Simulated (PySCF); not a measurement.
**Run report: ZnO, geometry relaxation (part 1 of 2)**

ZnO, computed with RKS-pbe0/6-31g, optimize (PySCF 2.14.0).

Some settings of this run were made unusual or wrong on purpose. Figures and captions count atoms from 1; the log counts them from 0 in places.

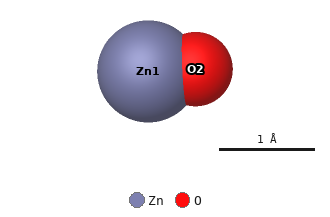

Fig. 1: The structure as given in the input (ball-and-stick view, seen at an oblique angle; atoms are numbered from 1 in the order of the input). Sticks mark near contacts. Bond lengths as drawn: O–Zn 0.50 Å.

**The input**
```python
from pyscf import gto, dft
from pyscf.geomopt.geometric_solver import optimize

mol = gto.M(
    atom='Zn 0 0 0; O 0 0 0.5',
    basis='6-31g',
    charge=0,
    spin=0,
    verbose=4,
)
mf = dft.RKS(mol, xc='pbe0')
mf.kernel()
g = mf.nuc_grad_method()
g.grid_response = True
mol_eq = optimize(g.as_scanner(), maxsteps=30)
print('optimised geometry (angstrom)')
print(mol_eq.tostring('raw'))
print('orbital energies (hartree):', mf.mo_energy[..., max(0, mol.nelec[1]-3):mol.nelec[0]+3].round(4))
```

Launch command:
```bash
OMP_NUM_THREADS=1 python input.py
```

**Output**
```
PySCF version 2.14.0

[INPUT] verbose = 4
[INPUT] num. atoms = 2
[INPUT] num. electrons = 38
[INPUT] charge = 0
[INPUT] spin (= nelec alpha-beta = 2S) = 0
[INPUT] symmetry False subgroup None
[INPUT] Mole.unit = angstrom
[INPUT] Symbol           X                Y                Z      unit          X                Y                Z       unit  Magmom
[INPUT]  1 Zn     0.000000000000   0.000000000000   0.000000000000 AA    0.000000000000   0.000000000000   0.000000000000 Bohr   0.0
[INPUT]  2 O      0.000000000000   0.000000000000   0.500000000000 AA    0.000000000000   0.000000000000   0.944863062283 Bohr   0.0

nuclear repulsion = 254.0050612416
number of shells = 16
number of NR pGTOs = 112
number of NR cGTOs = 36
basis = 6-31g
ecp = {}

******** <class 'pyscf.dft.rks.RKS'> ********
method = RKS
initial guess = minao
damping factor = 0
level_shift factor = 0
DIIS = <class 'pyscf.scf.diis.CDIIS'>
diis_start_cycle = 1
diis_space = 8
diis_damp = 0
SCF conv_tol = 1e-09
SCF conv_tol_grad = None
SCF max_cycles = 50
direct_scf = True
direct_scf_tol = 1e-13
XC library pyscf.dft.libxc version 7.0.0
    S. Lehtola, C. Steigemann, M. J.T. Oliveira, and M. A.L. Marques.,  SoftwareX 7, 1–5 (2018)
XC functionals = pbe0
    C. Adamo and V. Barone.,  J. Chem. Phys. 110, 6158 (1999)
    M. Ernzerhof and G. E. Scuseria.,  J. Chem. Phys. 110, 5029 (1999)
radial grids:
    Treutler-Ahlrichs [JCP 102, 346 (1995); DOI:10.1063/1.469408] (M4) radial grids

becke partition: Becke, JCP 88, 2547 (1988); DOI:10.1063/1.454033
pruning grids: <function nwchem_prune>
grids dens level: 3
symmetrized grids: False
atomic radii adjust function: <function treutler_atomic_radii_adjust>
small_rho_cutoff = 0
Set gradient conv threshold to 3.16228e-05
Initial guess from minao.
tot grids = 34728
init E= -1857.65330329571
  HOMO = -0.205880455920532  LUMO = 0.0045936454108535  gap/eV = 5.72729
cycle= 1 E= -1834.29170725888  delta_E= 23.4  |g|= 0.656  |ddm|= 3.89
  HOMO = -0.429106975210276  LUMO = -0.0474871284945682  gap/eV = 10.38440
cycle= 2 E= -1834.26832483103  delta_E= 0.0234  |g|= 0.999  |ddm|= 1.78
  HOMO = -0.363224986458749  LUMO = -0.0142222404155952  gap/eV = 9.49685
cycle= 3 E= -1834.4036536448  delta_E= -0.135  |g|= 0.0713  |ddm|= 0.829
  HOMO = -0.330294885212281  LUMO = 0.00303182900702392  gap/eV = 9.07028
cycle= 4 E= -1834.40476262843  delta_E= -0.00111  |g|= 0.0277  |ddm|= 0.128
  HOMO = -0.327998248332332  LUMO = 0.00292138738067749  gap/eV = 9.00478
cycle= 5 E= -1834.40488585528  delta_E= -0.000123  |g|= 0.00488  |ddm|= 0.0345
  HOMO = -0.328609789549318  LUMO = 0.0030063442964412  gap/eV = 9.02373
cycle= 6 E= -1834.4048884711  delta_E= -2.62e-06  |g|= 0.000407  |ddm|= 0.00532
  HOMO = -0.328585520333022  LUMO = 0.00297872759440754  gap/eV = 9.02232
cycle= 7 E= -1834.40488851009  delta_E= -3.9e-08  |g|= 1.68e-05  |ddm|= 0.000785
  HOMO = -0.328582852839574  LUMO = 0.00298396760758113  gap/eV = 9.02239
cycle= 8 E= -1834.40488851019  delta_E= -1.01e-10  |g|= 1.85e-06  |ddm|= 4.11e-05
  HOMO = -0.328582698853217  LUMO = 0.00298385197940476  gap/eV = 9.02239
Extra cycle  E= -1834.40488851019  delta_E= -9.09e-13  |g|= 1.93e-06  |ddm|= 6.41e-06
converged SCF energy = -1834.40488851019
Create scanner for <class 'pyscf.grad.rks.Gradients'>
Create scanner for <class 'pyscf.dft.rks.RKS'>
input.py

Current date and time:

#|     Arguments passed to driver run_optimizer():      |#
customengine              <pyscf.geomopt.geometric_solver.PySCFEngine object>
logIni                    [file]
maxiter                   30
----------------------------------------------------------
Custom engine selected.
Bonds will be generated from interatomic distances less than 1.20 times sum of covalent radii
6 internal coordinates being used (instead of 6 Cartesians)
Internal coordinate system (atoms numbered from 1):
Distance 1-2
Translation-X 1-2
Translation-Y 1-2
Translation-Z 1-2
Rotation-A 1-2
Rotation-B 1-2
Rotation-C 1-2
<class 'geometric.internal.Distance'> : 1
<class 'geometric.internal.TranslationX'> : 1
<class 'geometric.internal.TranslationY'> : 1
<class 'geometric.internal.TranslationZ'> : 1
<class 'geometric.internal.RotationA'> : 1
<class 'geometric.internal.RotationB'> : 1
<class 'geometric.internal.RotationC'> : 1
> ===== Optimization Info: ====
> Job type: Energy minimization
> Maximum number of optimization cycles: 30
> Initial / maximum trust radius (Angstrom): 0.100 / 0.300
> Convergence Criteria:
> Will converge when all 5 criteria are reached:
>  |Delta-E| < 1.00e-06
>  RMS-Grad  < 3.00e-04
>  Max-Grad  < 4.50e-04
>  RMS-Disp  < 1.20e-03
>  Max-Disp  < 1.80e-03
> === End Optimization Info ===

Geometry optimization cycle 1
Cartesian coordinates (Angstrom)
 Atom        New coordinates             dX        dY        dZ
  Zn   0.000000   0.000000   0.000000    0.000000  0.000000  0.000000
   O   0.000000   0.000000   0.500000    0.000000  0.000000  0.000000

WARN: Mole.unit (angstrom) is changed to Bohr

New geometry
   1 Zn     0.000000000000   0.000000000000   0.000000000000 AA    0.000000000000   0.000000000000   0.000000000000 Bohr
   2 O      0.000000000000   0.000000000000   0.500000000000 AA    0.000000000000   0.000000000000   0.944863062283 Bohr

******** <class 'pyscf.scf.hf.RKS_Scanner'> ********
method = RKS_Scanner
initial guess = minao
damping factor = 0
level_shift factor = 0
DIIS = <class 'pyscf.scf.diis.CDIIS'>
diis_start_cycle = 1
diis_space = 8
diis_damp = 0
SCF conv_tol = 1e-09
SCF conv_tol_grad = None
SCF max_cycles = 50
direct_scf = True
direct_scf_tol = 1e-13
XC library pyscf.dft.libxc version 7.0.0
    S. Lehtola, C. Steigemann, M. J.T. Oliveira, and M. A.L. Marques.,  SoftwareX 7, 1–5 (2018)
XC functionals = pbe0
    C. Adamo and V. Barone.,  J. Chem. Phys. 110, 6158 (1999)
    M. Ernzerhof and G. E. Scuseria.,  J. Chem. Phys. 110, 5029 (1999)
radial grids:
    Treutler-Ahlrichs [JCP 102, 346 (1995); DOI:10.1063/1.469408] (M4) radial grids

becke partition: Becke, JCP 88, 2547 (1988); DOI:10.1063/1.454033
pruning grids: <function nwchem_prune>
grids dens level: 3
symmetrized grids: False
atomic radii adjust function: <function treutler_atomic_radii_adjust>
small_rho_cutoff = 0
Set gradient conv threshold to 3.16228e-05
tot grids = 34728
init E= -1834.40488851019
  HOMO = -0.32858253967798  LUMO = 0.0029840736929021  gap/eV = 9.02239
cycle= 1 E= -1834.40488851018  delta_E= 4.55e-12  |g|= 2.85e-06  |ddm|= 4.87e-06
  HOMO = -0.328582813048047  LUMO = 0.00298387759747865  gap/eV = 9.02239
Extra cycle  E= -1834.40488851018  delta_E= 9.09e-13  |g|= 4.36e-06  |ddm|= 6.18e-06
converged SCF energy = -1834.40488851018

******** <class 'pyscf.grad.rhf.Gradients_Scanner'> for <class 'pyscf.scf.hf.RKS_Scanner'> ********
unit = Eh/Bohr
grid_response = True
--------------- RKS_Scanner gradients ---------------
         x                y                z
0 Zn    -0.0000000000    -0.0000000000    67.8337697163
1 O     0.0000000000     0.0000000000   -67.8337697163
----------------------------------------------
cycle 1: E = -1834.40488851  dE = -1834.4  norm(grad) = 95.9314
Step    0 : Gradient = 6.783e+01/6.783e+01 (rms/max) Energy = -1834.4048885102
Hessian Eigenvalues: -9.02012e+00 5.00000e-02 5.00000e-02 ... 5.00000e-02 5.00000e-02 5.00000e-02

Geometry optimization cycle 2
Cartesian coordinates (Angstrom)
 Atom        New coordinates             dX        dY        dZ
  Zn   0.000000   0.000000  -0.100000    0.000000  0.000000 -0.100000
   O  -0.000000  -0.000000   0.600000   -0.000000 -0.000000  0.100000
New geometry
   1 Zn     0.000000000000   0.000000000000  -0.100000000003 AA    0.000000000000   0.000000000000  -0.188972612463 Bohr
   2 O     -0.000000000000  -0.000000000000   0.600000000003 AA   -0.000000000000  -0.000000000000   1.133835674745 Bohr

******** <class 'pyscf.scf.hf.RKS_Scanner'> ********
method = RKS_Scanner
initial guess = minao
damping factor = 0
level_shift factor = 0
DIIS = <class 'pyscf.scf.diis.CDIIS'>
diis_start_cycle = 1
diis_space = 8
diis_damp = 0
SCF conv_tol = 1e-09
SCF conv_tol_grad = None
SCF max_cycles = 50
direct_scf = True
direct_scf_tol = 1e-13
XC library pyscf.dft.libxc version 7.0.0
    S. Lehtola, C. Steigemann, M. J.T. Oliveira, and M. A.L. Marques.,  SoftwareX 7, 1–5 (2018)
XC functionals = pbe0
    C. Adamo and V. Barone.,  J. Chem. Phys. 110, 6158 (1999)
    M. Ernzerhof and G. E. Scuseria.,  J. Chem. Phys. 110, 5029 (1999)
radial grids:
    Treutler-Ahlrichs [JCP 102, 346 (1995); DOI:10.1063/1.469408] (M4) radial grids

becke partition: Becke, JCP 88, 2547 (1988); DOI:10.1063/1.454033
pruning grids: <function nwchem_prune>
grids dens level: 3
symmetrized grids: False
atomic radii adjust function: <function treutler_atomic_radii_adjust>
small_rho_cutoff = 0
Set gradient conv threshold to 3.16228e-05
tot grids = 34728
init E= -1851.83595926648
  HOMO = 0.187240878904649  LUMO = 0.30159195844535  gap/eV = 3.11165
cycle= 1 E= -1843.87195435393  delta_E= 7.96  |g|= 5.05  |ddm|= 4.17
  HOMO = -1.19599175547506  LUMO = -0.510151519234247  gap/eV = 18.66266
cycle= 2 E= -1842.02928878335  delta_E= 1.84  |g|= 6.05  |ddm|= 7.98
  HOMO = -0.411923763567676  LUMO = -0.057092854072808  gap/eV = 9.65544
cycle= 3 E= -1847.74117940457  delta_E= -5.71  |g|= 0.616  |ddm|= 6.45
  HOMO = -0.26476848656934  LUMO = 0.0290324805273676  gap/eV = 7.99473
cycle= 4 E= -1847.79085431925  delta_E= -0.0497  |g|= 0.208  |ddm|= 0.727
  HOMO = -0.255994338552044  LUMO = 0.0386703277117477  gap/eV = 8.01823
cycle= 5 E= -1847.79707020888  delta_E= -0.00622  |g|= 0.0866  |ddm|= 0.289
  HOMO = -0.260960037603691  LUMO = 0.0341529002795462  gap/eV = 8.03043
cycle= 6 E= -1847.79846030811  delta_E= -0.00139  |g|= 0.0149  |ddm|= 0.0684
  HOMO = -0.263350955060518  LUMO = 0.0329200637597777  gap/eV = 8.06195
cycle= 7 E= -1847.79849877836  delta_E= -3.85e-05  |g|= 0.000447  |ddm|= 0.0115
  HOMO = -0.263388328854222  LUMO = 0.0327880618480965  gap/eV = 8.05937
cycle= 8 E= -1847.79849884273  delta_E= -6.44e-08  |g|= 0.00035  |ddm|= 0.00148
  HOMO = -0.263383134909193  LUMO = 0.0328026964403314  gap/eV = 8.05963
cycle= 9 E= -1847.79849886155  delta_E= -1.88e-08  |g|= 8.56e-05  |ddm|= 0.000307
  HOMO = -0.26337659996146  LUMO = 0.032803320491789  gap/eV = 8.05947
cycle= 10 E= -1847.79849886256  delta_E= -1.01e-09  |g|= 2.66e-06  |ddm|= 7.29e-05
  HOMO = -0.263377118621119  LUMO = 0.0328030071104641  gap/eV = 8.05947
cycle= 11 E= -1847.79849886256  delta_E=    0  |g|= 1.2e-07  |ddm|= 3.16e-06
  HOMO = -0.263377142928054  LUMO = 0.0328029992484762  gap/eV = 8.05947
Extra cycle  E= -1847.79849886256  delta_E= -1.59e-12  |g|= 1.3e-07  |ddm|= 2.93e-07
converged SCF energy = -1847.79849886256

******** <class 'pyscf.grad.rhf.Gradients_Scanner'> for <class 'pyscf.scf.hf.RKS_Scanner'> ********
unit = Eh/Bohr
grid_response = True
--------------- RKS_Scanner gradients ---------------
         x                y                z
0 Zn     0.0000000000     0.0000000000    16.9322861149
1 O    -0.0000000000    -0.0000000000   -16.9322861149
----------------------------------------------
cycle 2: E = -1847.79849886  dE = -13.3936  norm(grad) = 23.9459
Step    1 : Displace = 1.000e-01/1.000e-01 (rms/max) Trust = 1.000e-01 (=) Grad = 1.693e+01/1.693e+01 (rms/max) E (change) = -1847.7984988626 (-1.339e+01) Quality = 0.510
Hessian Eigenvalues: 5.00000e-02 5.00000e-02 5.00000e-02 ... 5.00000e-02 5.00000e-02 1.34680e+02

Geometry optimization cycle 3
Cartesian coordinates (Angstrom)
 Atom        New coordinates             dX        dY        dZ
  Zn  -0.000000   0.000000  -0.133265   -0.000000  0.000000 -0.033265
   O   0.000000  -0.000000   0.633265    0.000000 -0.000000  0.033265
New geometry
   1 Zn    -0.000000000001   0.000000000002  -0.133264818468 AA   -0.000000000002   0.000000000003  -0.251834008944 Bohr
   2 O      0.000000000001  -0.000000000002   0.633264818466 AA    0.000000000002  -0.000000000003   1.196697071224 Bohr

******** <class 'pyscf.scf.hf.RKS_Scanner'> ********
method = RKS_Scanner
initial guess = minao
damping factor = 0
level_shift factor = 0
DIIS = <class 'pyscf.scf.diis.CDIIS'>
diis_start_cycle = 1
diis_space = 8
diis_damp = 0
SCF conv_tol = 1e-09
SCF conv_tol_grad = None
SCF max_cycles = 50
direct_scf = True
direct_scf_tol = 1e-13
XC library pyscf.dft.libxc version 7.0.0
    S. Lehtola, C. Steigemann, M. J.T. Oliveira, and M. A.L. Marques.,  SoftwareX 7, 1–5 (2018)
XC functionals = pbe0
    C. Adamo and V. Barone.,  J. Chem. Phys. 110, 6158 (1999)
    M. Ernzerhof and G. E. Scuseria.,  J. Chem. Phys. 110, 5029 (1999)
radial grids:
    Treutler-Ahlrichs [JCP 102, 346 (1995); DOI:10.1063/1.469408] (M4) radial grids

becke partition: Becke, JCP 88, 2547 (1988); DOI:10.1063/1.454033
pruning grids: <function nwchem_prune>
grids dens level: 3
symmetrized grids: False
atomic radii adjust function: <function treutler_atomic_radii_adjust>
small_rho_cutoff = 0
Set gradient conv threshold to 3.16228e-05
tot grids = 34728
init E= -1849.62137445985
  HOMO = -0.190755240126028  LUMO = 0.0884832249478625  gap/eV = 7.59847
cycle= 1 E= -1849.51186167728  delta_E= 0.11  |g|= 0.668  |ddm|= 0.684
  HOMO = -0.310039240407965  LUMO = 0.00616923926544227  gap/eV = 8.60447
cycle= 2 E= -1849.39740780522  delta_E= 0.114  |g|= 1.16  |ddm|= 1.13
  HOMO = -0.260786778126547  LUMO = 0.0353650332807681  gap/eV = 8.05870
cycle= 3 E= -1849.57058130007  delta_E= -0.173  |g|= 0.028  |ddm|= 0.711
  HOMO = -0.257337113309144  LUMO = 0.0373467352972775  gap/eV = 8.01876
cycle= 4 E= -1849.5706367096  delta_E= -5.54e-05  |g|= 0.0129  |ddm|= 0.0235
  HOMO = -0.256902339533843  LUMO = 0.0376811218193465  gap/eV = 8.01602
cycle= 5 E= -1849.57066623192  delta_E= -2.95e-05  |g|= 0.00169  |ddm|= 0.0134
  HOMO = -0.257094923322387  LUMO = 0.0375457826091174  gap/eV = 8.01758
cycle= 6 E= -1849.57066687496  delta_E= -6.43e-07  |g|= 0.000205  |ddm|= 0.00197
  HOMO = -0.257094159375394  LUMO = 0.0375455728748301  gap/eV = 8.01756
cycle= 7 E= -1849.57066688125  delta_E= -6.29e-09  |g|= 2.97e-05  |ddm|= 0.000203
  HOMO = -0.257091300892282  LUMO = 0.0375460330339338  gap/eV = 8.01749
cycle= 8 E= -1849.57066688135  delta_E= -1.06e-10  |g|= 2.57e-06  |ddm|= 3.12e-05
  HOMO = -0.257091295327137  LUMO = 0.03754603210486  gap/eV = 8.01749
Extra cycle  E= -1849.57066688135  delta_E= 4.55e-13  |g|= 4.37e-06  |ddm|= 6.4e-06
converged SCF energy = -1849.57066688135

******** <class 'pyscf.grad.rhf.Gradients_Scanner'> for <class 'pyscf.scf.hf.RKS_Scanner'> ********
unit = Eh/Bohr
grid_response = True
--------------- RKS_Scanner gradients ---------------
         x                y                z
0 Zn     0.0000000000    -0.0000000001    11.6674163050
1 O    -0.0000000000     0.0000000001   -11.6674163050
----------------------------------------------
cycle 3: E = -1849.57066688  dE = -1.77217  norm(grad) = 16.5002
Step    2 : Displace = 3.326e-02/3.326e-02 (rms/max) Trust = 1.000e-01 (=) Grad = 1.167e+01/1.167e+01 (rms/max) E (change) = -1849.5706668814 (-1.772e+00) Quality = 1.665
Hessian Eigenvalues: 5.00000e-02 5.00000e-02 5.00000e-02 ... 5.00000e-02 5.00000e-02 4.18768e+01

Geometry optimization cycle 4
Cartesian coordinates (Angstrom)
 Atom        New coordinates             dX        dY        dZ
  Zn   0.000000  -0.000000  -0.206983    0.000000 -0.000000 -0.073718
   O  -0.000000   0.000000   0.706983   -0.000000  0.000000  0.073718
New geometry
   1 Zn     0.000000000007  -0.000000000008  -0.206982592950 AA    0.000000000013  -0.000000000015  -0.391140413229 Bohr
   2 O     -0.000000000007   0.000000000008   0.706982592949 AA   -0.000000000013   0.000000000015   1.336003475509 Bohr

******** <class 'pyscf.scf.hf.RKS_Scanner'> ********
method = RKS_Scanner
initial guess = minao
damping factor = 0
level_shift factor = 0
DIIS = <class 'pyscf.scf.diis.CDIIS'>
diis_start_cycle = 1
diis_space = 8
diis_damp = 0
SCF conv_tol = 1e-09
SCF conv_tol_grad = None
SCF max_cycles = 50
direct_scf = True
direct_scf_tol = 1e-13
XC library pyscf.dft.libxc version 7.0.0
    S. Lehtola, C. Steigemann, M. J.T. Oliveira, and M. A.L. Marques.,  SoftwareX 7, 1–5 (2018)
XC functionals = pbe0
    C. Adamo and V. Barone.,  J. Chem. Phys. 110, 6158 (1999)
    M. Ernzerhof and G. E. Scuseria.,  J. Chem. Phys. 110, 5029 (1999)
radial grids:
    Treutler-Ahlrichs [JCP 102, 346 (1995); DOI:10.1063/1.469408] (M4) radial grids

becke partition: Becke, JCP 88, 2547 (1988); DOI:10.1063/1.454033
pruning grids: <function nwchem_prune>
grids dens level: 3
symmetrized grids: False
atomic radii adjust function: <function treutler_atomic_radii_adjust>
small_rho_cutoff = 0
Set gradient conv threshold to 3.16228e-05
tot grids = 34728
init E= -1851.88477196064
  HOMO = -0.151159499273064  LUMO = 0.111538675073943  gap/eV = 7.14838
cycle= 1 E= -1851.71570338541  delta_E= 0.169  |g|= 0.975  |ddm|= 1.13
  HOMO = -0.383440513869279  LUMO = -0.0953269436561333  gap/eV = 7.83997
cycle= 2 E= -1851.36748744107  delta_E= 0.348  |g|= 1.78  |ddm|= 1.81
  HOMO = -0.267578233446167  LUMO = 0.00495444033833969  gap/eV = 7.41599
cycle= 3 E= -1851.8456706473  delta_E= -0.478  |g|= 0.143  |ddm|= 1.31
  HOMO = -0.268427150300451  LUMO = 0.00404395000109847  gap/eV = 7.41432
cycle= 4 E= -1851.84708229189  delta_E= -0.00141  |g|= 0.0894  |ddm|= 0.159
  HOMO = -0.263892980858338  LUMO = 0.010205315540663  gap/eV = 7.45859
cycle= 5 E= -1851.84862556967  delta_E= -0.00154  |g|= 0.00704  |ddm|= 0.0825
  HOMO = -0.264308163477613  LUMO = 0.0099696026848477  gap/eV = 7.46348
cycle= 6 E= -1851.84863654446  delta_E= -1.1e-05  |g|= 0.000661  |ddm|= 0.00747
  HOMO = -0.264357442426788  LUMO = 0.00993036722448215  gap/eV = 7.46375
cycle= 7 E= -1851.84863668412  delta_E= -1.4e-07  |g|= 0.000108  |ddm|= 0.00123
  HOMO = -0.264343500943201  LUMO = 0.00994105597588479  gap/eV = 7.46366
cycle= 8 E= -1851.84863668639  delta_E= -2.28e-09  |g|= 2.55e-05  |ddm|= 0.000172
  HOMO = -0.264341730066964  LUMO = 0.00994235717347269  gap/eV = 7.46365
cycle= 9 E= -1851.84863668651  delta_E= -1.18e-10  |g|= 3.09e-07  |ddm|= 2.52e-05
  HOMO = -0.264341901826065  LUMO = 0.0099421895171834  gap/eV = 7.46365
Extra cycle  E= -1851.84863668651  delta_E= 6.82e-13  |g|= 5.97e-07  |ddm|= 8.14e-07
converged SCF energy = -1851.84863668651

******** <class 'pyscf.grad.rhf.Gradients_Scanner'> for <class 'pyscf.scf.hf.RKS_Scanner'> ********
unit = Eh/Bohr
grid_response = True
--------------- RKS_Scanner gradients ---------------
         x                y                z
0 Zn    -0.0000000001     0.0000000001     5.5282388369
1 O     0.0000000001    -0.0000000001    -5.5282388369
----------------------------------------------
cycle 4: E = -1851.84863669  dE = -2.27797  norm(grad) = 7.81811
Step    3 : Displace = 7.372e-02/7.372e-02 (rms/max) Trust = 1.414e-01 (+) Grad = 5.528e+00/5.528e+00 (rms/max) E (change) = -1851.8486366865 (-2.278e+00) Quality = 1.402
Hessian Eigenvalues: 5.00000e-02 5.00000e-02 5.00000e-02 ... 5.00000e-02 5.00000e-02 2.20348e+01
```
